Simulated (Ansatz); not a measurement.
The parent structure is BeSe in the zinc blende structure (space group F-43m, No. 216; a = 5.129 Å).

It is then changed as follows: every Be is replaced by Ca; the structure is relaxed again.

Method: PBEsol (Ansatz, a quantum-chemistry and plane-wave program), without spin-orbit coupling.

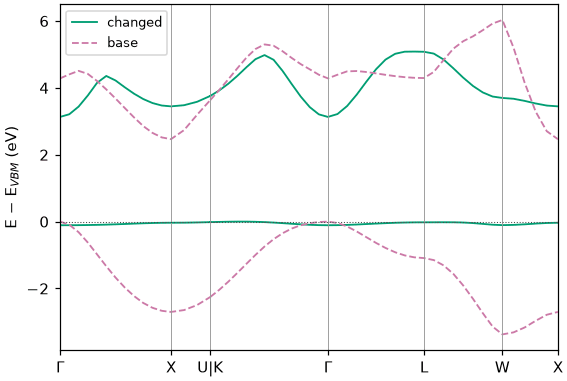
*Highest valence and lowest conduction band along the path, each from its own valence-band maximum*

From the figure, how large is the changed gap, and is it direct?

About 3.1 eV, indirect, K–Γ (23 % along) → Γ.

Stability against distortions was not tested. For CaSe in this form, whether it has been made was not checked. This is not the structure that CaSe has at room temperature and ambient pressure.
